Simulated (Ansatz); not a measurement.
```xyz
6

Al   -0.7155    0.2737   -0.6378
O     0.7871    0.1360    0.6139
S    -0.4530   -1.4795   -1.6394
H     1.0235   -0.7786    0.3406
H    -1.4202    1.6273   -0.2518
H     0.7780    0.2212    1.5745
```

The product side of a reaction path; geometry: PBE0-D4/def2-TZVP.

Level of theory: Ansatz, RKS PBE0-D4/def2-TZVPP.

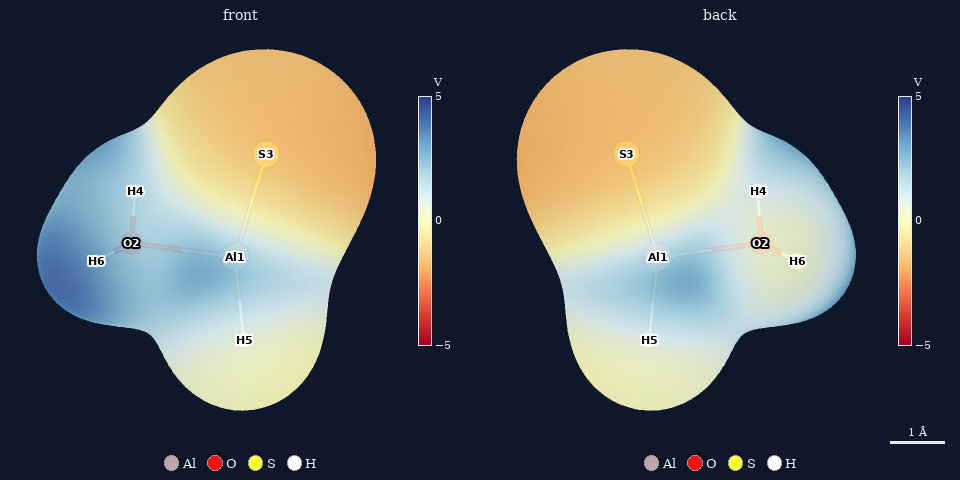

AlH3OS. The molecular electrostatic potential painted on the density surface at 0.002 e/bohr³, seen from the front and from behind; red is negative and blue positive.

Question: Which sites attract a positive test charge, and which a negative one?

Answer: A positive charge is drawn to the negative regions and a negative charge to the positive ones. The most negative region (about −1.7 V) lies over S3, the most positive (about +4.1 V) over H6.
